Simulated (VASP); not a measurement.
Band structure of AlN (space group F-43m). These are PBE GGA, VASP's PBE PAW potentials (set 64) (plane waves; VASP 6.6.1) values and carry that method's errors.

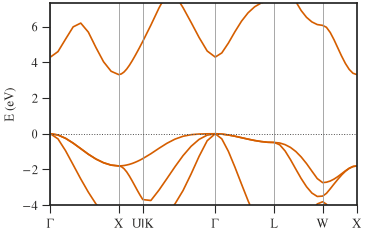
*Bands along high-symmetry lines, zero at the valence-band maximum or, without a gap, the Fermi level*

**Question.** Read the plot: is there a gap, and where are the band edges?

**Answer.** The gap is indirect, 3.31 eV, from the valence maximum at Γ to the conduction minimum at X.

The structure comes from a computed database's AlN entry; how it stands against other phases isn't given here. The cell was not relaxed at this level.
